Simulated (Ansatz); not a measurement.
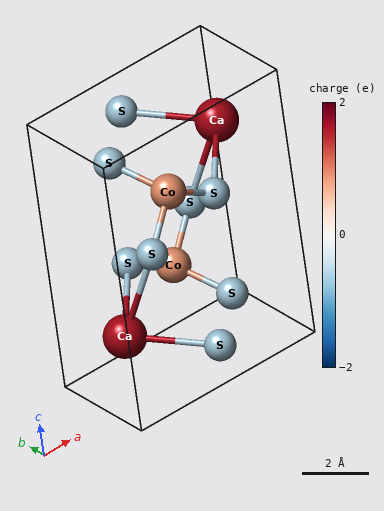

Crystal structure, ball-and-stick style, seen slightly off an axis. The parallelepiped is the simulation cell. The atoms of this CaCoS₄ cell are coloured by their Bader charge.

Method used: DFT, PAW plane waves, r2SCAN in Ansatz 0.2.0. It ran with wavefunction cutoff 500 eV, Brillouin-zone sampling on a 6×6×6 mesh, Fermi-Dirac smearing of 0.068 eV, no spin polarisation (a spin-restricted run, not always the ground state).

Question: Who donates electrons here and who accepts them?

Answer: Most positive: Ca; most negative: S. Charges: about Ca +1.5 e; Co +0.8 e; S -0.6 e.

Shown is a generated cell, made by putting these elements into a known structure type (the compound may or may not exist in this form), as it stood before any relaxation. Ansatz was used for an electronic-structure calculation on it.
